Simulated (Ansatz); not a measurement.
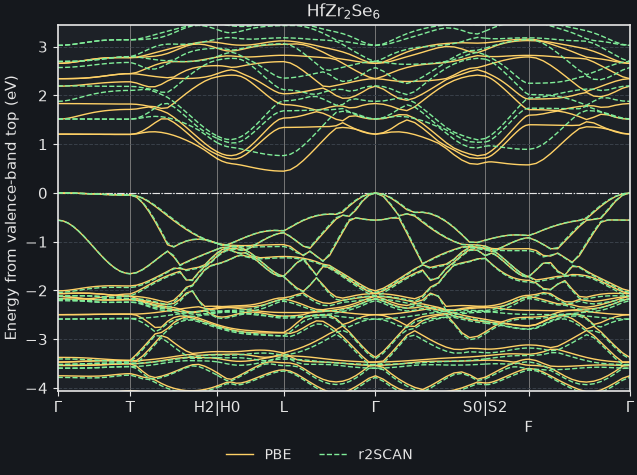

Band structures of HfZr₂Se₆, space group R-3, 9 atoms in the cell, by two methods on the same cell. Each is counted from its own valence-band top.

Q: What changes from one method to the other?

A: PBE gives a gap of 0.45 eV along the path and r2SCAN gives a gap of 0.77 eV along the path. Over the top 3 filled bands the two differ by 0.01 eV on average.

Settings. PBE: DFT PBE, scalar-relativistic, plane waves, PAW, no spin polarisation, 6×6×6 k mesh, 420 eV cutoff, Gaussian smearing of 0.02 eV (Ansatz). r2SCAN: DFT r2SCAN, scalar-relativistic, plane waves, PAW, no spin polarisation, 6×6×6 k mesh, 500 eV cutoff, Gaussian smearing of 0.02 eV (Ansatz).

The structure is an invented one, so it need not be a known or stable phase. Spin-orbit coupling is left out, which matters for Hf.
